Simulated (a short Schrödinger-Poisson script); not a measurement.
System: MOS inversion layer, Si3N4 on p-type Ge(100), at 400 K.

```csv
layer,material,thickness (nm),Na (cm⁻³)
1,Si3N4,5.5,-
2,Ge,700,3.5e17
```

Constants are typed, rounded textbook-type inputs, not results; the design itself was drawn at random and stands for no fabricated device. Si3N4: permittivity 7.5, conduction-band edge (eV) 1.9, gap (eV) 5.1, electron mass (mₑ) 0.5. Ge: permittivity 16, conduction-band edge (eV) 0, gap (eV) 0.664, Nv at 300 K (cm⁻³) 6e18.

Channel valleys (confinement mass, in-plane density-of-states mass, number): L4 0.12, 0.295, 4. At the gate the conduction-band edge of layer 1 lies 2.19 eV − eVg above the Fermi level of the channel; the field vanishes at the back. Gaps are held at their typed values at every temperature. Mesh 0.03 nm at interfaces.

Solved with a short Schrödinger-Poisson script written for these runs: 1D Poisson equation in equilibrium, electrons quantum, Hartree (BenDaniel-Duke, 12 states a valley, the channel's in-plane mass for all, wave functions ending at the dielectric), parabolic valleys, classical holes, full ionisation, no traps, pinning or gate leakage.

Only gate voltages with over 1e8 electrons/cm² are shown.

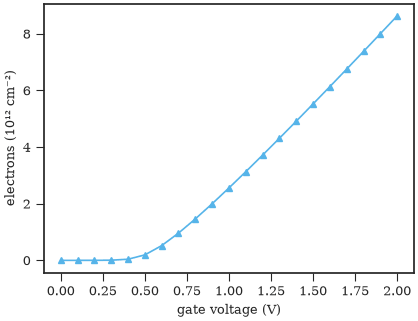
*Sheet density against gate voltage*

```csv
Vg (V),electrons (cm⁻²),C (μF/cm²),L4 E0 (meV),L4 E1 (meV)
0,1.55e8,0.391,467.5,506.7
0.1,2.77e8,0.335,410.6,461.4
0.2,1.02e9,0.297,347.3,407.1
0.3,6.11e9,0.281,280.1,347.3
0.4,4.04e10,0.332,213.2,286.7
0.5,1.93e11,0.524,158.3,237.1
0.6,5.21e11,0.703,123.2,206.7
0.7,9.62e11,0.802,101.3,188.8
0.8,1.46e12,0.858,86.0,177.3
0.9,2.00e12,0.894,74.5,169.3
1,2.56e12,0.918,65.3,163.4
1.1,3.13e12,0.937,57.5,158.8
1.2,3.72e12,0.952,50.9,155.1
1.3,4.31e12,0.963,45.0,152.1
1.4,4.91e12,0.973,39.8,149.6
1.5,5.52e12,0.982,35.0,147.5
1.6,6.14e12,0.989,30.6,145.7
1.7,6.76e12,0.995,26.6,144.1
1.8,7.38e12,1.00,22.8,142.8
1.9,8.00e12,1.01,19.3,141.5
2,8.63e12,1.01,15.9,140.5
```

Subbands count from the Fermi level.

Only the L valleys are kept; under strong confinement the Δ valleys of Ge fill too.
